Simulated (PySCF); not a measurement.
# Geometry relaxation, with input and output: C2H4ClFGaN (part 2 of 2)

C2H4ClFGaN; PBE0-D3(BJ)/def2-SVP geometry optimisation, gas phase (PySCF 2.14.0). The run did not end well.

Geometry of the input (Å):
```
C  -2.0726  -0.2436  0.1708
C  -0.7221  -0.0082  0.4431
N  0.3707  0.1650  0.6843
Ga 2.3662  0.2075  -0.2013
F  1.8644  -1.1278  -1.2824
Cl 2.3597  2.0987  -1.0731
H  -2.6980  0.2250  0.9492
H  -2.3201  0.2439  -0.7985
H  -2.2872  -1.2845  0.1334
H  3.1895  -0.2969  0.9535
```

**Trajectory as extended XYZ, continued**
```
10
Properties=species:S:1:pos:R:3:forces:R:3 step=27 energy=-71216.23887
C    -2.2339   -0.1325    0.1324   -0.0001  -0.0020   0.0006
C    -0.7912   -0.0756    0.1866   -0.0024   0.0598  -0.0087
N     0.3576   -0.0158    0.2175    0.0040  -0.0850   0.0129
Ga    2.4500    0.0459   -0.0562   -0.0013   0.0265  -0.0052
F     2.4600   -1.1603   -1.3461   -0.0003  -0.0021   0.0010
Cl    2.5486    2.0744   -0.8263    0.0004  -0.0014  -0.0017
H    -2.6598    0.3602    1.0179    0.0002   0.0008   0.0006
H    -2.5845    0.3828   -0.7735    0.0000   0.0015   0.0005
H    -2.5635   -1.1807    0.1037   -0.0006   0.0010  -0.0002
H     3.0665   -0.3188    1.3228    0.0000   0.0009   0.0000
10
Properties=species:S:1:pos:R:3:forces:R:3 step=29 energy=-71216.23887
C    -2.2339   -0.1322    0.1324    0.0001  -0.0020   0.0006
C    -0.7911   -0.0755    0.1866   -0.0029   0.0598  -0.0087
N     0.3576   -0.0158    0.2175    0.0042  -0.0850   0.0129
Ga    2.4500    0.0456   -0.0563   -0.0013   0.0265  -0.0051
F     2.4599   -1.1607   -1.3460   -0.0003  -0.0021   0.0010
Cl    2.5487    2.0740   -0.8266    0.0004  -0.0013  -0.0017
H    -2.6597    0.3602    1.0181    0.0002   0.0007   0.0006
H    -2.5845    0.3834   -0.7733    0.0000   0.0014   0.0006
H    -2.5636   -1.1804    0.1035   -0.0005   0.0010  -0.0002
H     3.0666   -0.3190    1.3228    0.0000   0.0009   0.0000
10
Properties=species:S:1:pos:R:3:forces:R:3 step=32 energy=-71216.23887
C    -2.2339   -0.1318    0.1325    0.0000  -0.0019   0.0006
C    -0.7912   -0.0754    0.1867   -0.0027   0.0598  -0.0086
N     0.3576   -0.0160    0.2176    0.0041  -0.0851   0.0128
Ga    2.4500    0.0451   -0.0563   -0.0013   0.0266  -0.0051
F     2.4597   -1.1613   -1.3460   -0.0003  -0.0020   0.0010
Cl    2.5488    2.0735   -0.8269    0.0004  -0.0013  -0.0016
H    -2.6596    0.3603    1.0185    0.0002   0.0007   0.0006
H    -2.5844    0.3843   -0.7730    0.0000   0.0014   0.0006
H    -2.5638   -1.1799    0.1031   -0.0005   0.0010  -0.0003
H     3.0667   -0.3193    1.3227    0.0000   0.0009   0.0001
10
Properties=species:S:1:pos:R:3:forces:R:3 step=34 energy=-71216.23887
C    -2.2339   -0.1315    0.1326    0.0000  -0.0019   0.0006
C    -0.7912   -0.0753    0.1867   -0.0025   0.0597  -0.0086
N     0.3576   -0.0161    0.2176    0.0040  -0.0851   0.0128
Ga    2.4501    0.0448   -0.0564   -0.0013   0.0267  -0.0051
F     2.4596   -1.1617   -1.3459   -0.0003  -0.0021   0.0010
Cl    2.5489    2.0731   -0.8272    0.0004  -0.0013  -0.0016
H    -2.6595    0.3604    1.0187    0.0002   0.0007   0.0006
H    -2.5844    0.3849   -0.7727    0.0000   0.0014   0.0005
H    -2.5640   -1.1796    0.1029   -0.0005   0.0010  -0.0003
H     3.0667   -0.3195    1.3226    0.0000   0.0009   0.0001
10
Properties=species:S:1:pos:R:3:forces:R:3 step=36 energy=-71216.23887
C    -2.2339   -0.1312    0.1327   -0.0002  -0.0019   0.0006
C    -0.7912   -0.0752    0.1867   -0.0019   0.0597  -0.0085
N     0.3576   -0.0161    0.2176    0.0038  -0.0851   0.0127
Ga    2.4501    0.0445   -0.0565   -0.0013   0.0267  -0.0051
F     2.4595   -1.1622   -1.3459   -0.0003  -0.0020   0.0011
Cl    2.5490    2.0727   -0.8275    0.0004  -0.0014  -0.0015
H    -2.6594    0.3605    1.0189    0.0002   0.0008   0.0007
H    -2.5844    0.3855   -0.7725   -0.0001   0.0015   0.0004
H    -2.5642   -1.1792    0.1026   -0.0006   0.0008  -0.0003
H     3.0667   -0.3197    1.3226    0.0000   0.0009   0.0000
10
Properties=species:S:1:pos:R:3:forces:R:3 step=38 energy=-71216.23887
C    -2.2340   -0.1309    0.1327    0.0002  -0.0018   0.0006
C    -0.7911   -0.0751    0.1868   -0.0032   0.0596  -0.0086
N     0.3576   -0.0162    0.2176    0.0044  -0.0851   0.0127
Ga    2.4501    0.0442   -0.0566   -0.0013   0.0268  -0.0050
F     2.4594   -1.1626   -1.3458   -0.0003  -0.0021   0.0009
Cl    2.5491    2.0723   -0.8277    0.0004  -0.0013  -0.0016
H    -2.6593    0.3606    1.0191    0.0003   0.0006   0.0005
H    -2.5843    0.3861   -0.7723    0.0000   0.0014   0.0006
H    -2.5643   -1.1789    0.1024   -0.0005   0.0010  -0.0003
H     3.0668   -0.3199    1.3225    0.0000   0.0009   0.0001
10
Properties=species:S:1:pos:R:3:forces:R:3 step=40 energy=-71216.23887
C    -2.2340   -0.1306    0.1328    0.0001  -0.0018   0.0005
C    -0.7911   -0.0751    0.1868   -0.0028   0.0595  -0.0085
N     0.3576   -0.0163    0.2176    0.0042  -0.0851   0.0126
Ga    2.4501    0.0439   -0.0566   -0.0014   0.0268  -0.0051
F     2.4593   -1.1630   -1.3458   -0.0003  -0.0020   0.0010
Cl    2.5492    2.0720   -0.8280    0.0004  -0.0013  -0.0015
H    -2.6592    0.3607    1.0194    0.0002   0.0007   0.0006
H    -2.5843    0.3867   -0.7720    0.0000   0.0014   0.0006
H    -2.5644   -1.1785    0.1022   -0.0005   0.0010  -0.0003
H     3.0668   -0.3201    1.3224    0.0000   0.0009   0.0001
10
Properties=species:S:1:pos:R:3:forces:R:3 step=43 energy=-71216.23887
C    -2.2340   -0.1302    0.1329    0.0001  -0.0018   0.0005
C    -0.7912   -0.0750    0.1869   -0.0028   0.0595  -0.0085
N     0.3576   -0.0164    0.2177    0.0041  -0.0852   0.0126
Ga    2.4501    0.0435   -0.0567   -0.0014   0.0268  -0.0051
F     2.4592   -1.1636   -1.3457   -0.0003  -0.0020   0.0010
Cl    2.5494    2.0714   -0.8284    0.0004  -0.0012  -0.0015
H    -2.6591    0.3608    1.0197    0.0002   0.0006   0.0006
H    -2.5843    0.3876   -0.7717    0.0000   0.0014   0.0006
H    -2.5647   -1.1781    0.1018   -0.0005   0.0010  -0.0003
H     3.0669   -0.3205    1.3224    0.0000   0.0009   0.0001
10
Properties=species:S:1:pos:R:3:forces:R:3 step=45 energy=-71216.23887
C    -2.2340   -0.1299    0.1330    0.0001  -0.0017   0.0005
C    -0.7912   -0.0749    0.1869   -0.0028   0.0594  -0.0084
N     0.3577   -0.0165    0.2177    0.0041  -0.0851   0.0125
Ga    2.4501    0.0432   -0.0568   -0.0014   0.0269  -0.0051
F     2.4591   -1.1640   -1.3457   -0.0002  -0.0020   0.0010
Cl    2.5495    2.0711   -0.8286    0.0004  -0.0013  -0.0015
H    -2.6590    0.3608    1.0199    0.0002   0.0006   0.0006
H    -2.5842    0.3882   -0.7714    0.0000   0.0014   0.0006
H    -2.5648   -1.1777    0.1016   -0.0005   0.0010  -0.0003
H     3.0669   -0.3207    1.3223    0.0000   0.0009   0.0001
```

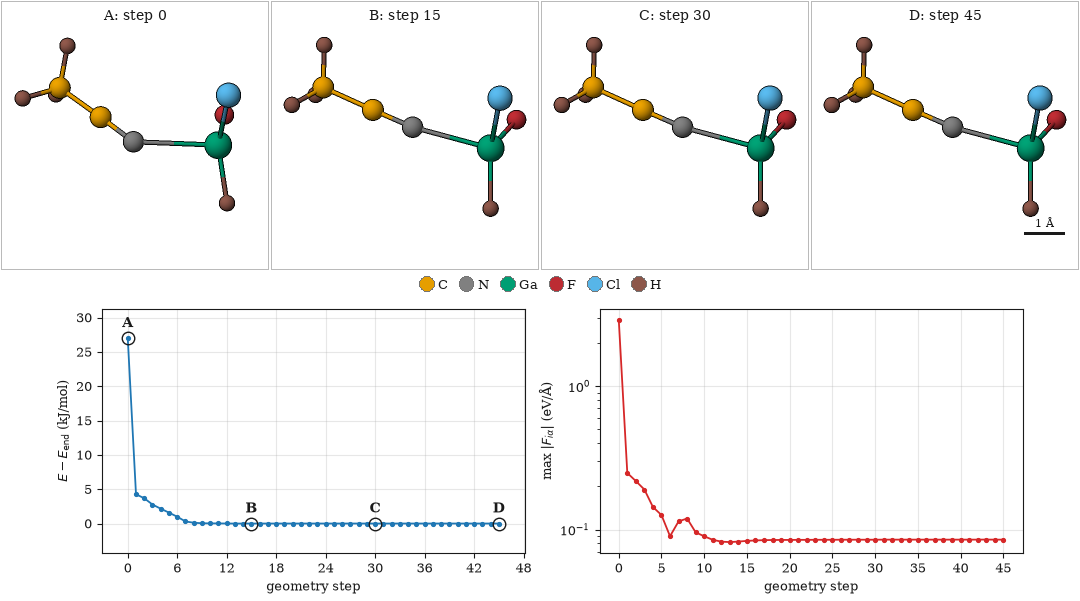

**Figure 1.** Frames of the relaxation (ball-and-stick view, seen at a tilt) above the curves, on which the letters mark them (steps are counted from 0).

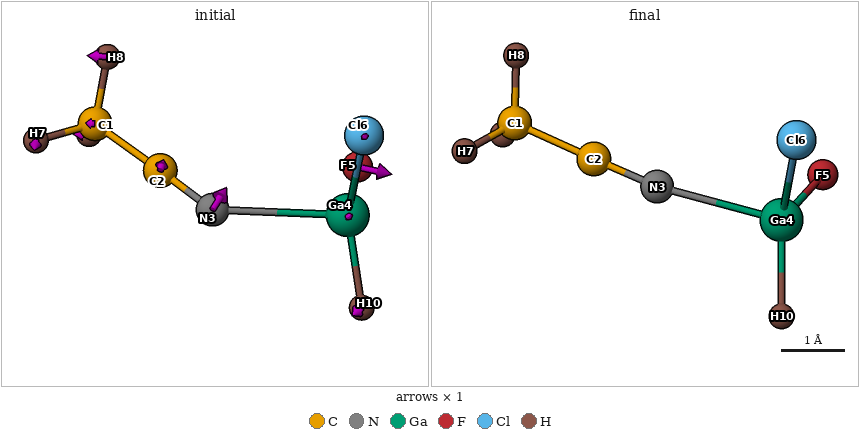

**Figure 2.** Before (left) and after (right) the relaxation, at one scale (ball-and-stick view, seen at a tilt). The pink arrows give the displacements, at true length. The relaxation stopped without meeting its thresholds, so the last structure isn't shown to be converged. After 45 geometry steps the energy has fallen by 27.0 kJ/mol. Largest force component: 2.9 eV/Å at the start, 0.085 eV/Å at the end. The largest move after the best rigid fit is that of F5, 0.59 Å. By element the largest moves are F 0.59 Å, N 0.51 Å, H 0.34 Å, C 0.24 Å, Ga 0.12 Å, Cl 0.10 Å. Among the contacts that change: Ga4–Cl6 2.082 → 2.172 Å, N3–Ga4 2.184 → 2.111 Å, Ga4–H10 1.505 → 1.554 Å, C1–C2 1.398 → 1.445 Å. Among the angles that change: C2–N3–Ga4 143.0° → 170.9°, Cl6–Ga4–H10 128.8° → 121.1°, F5–Ga4–H10 111.5° → 119.1°. (Atoms are counted from 1 in the order of the input.)
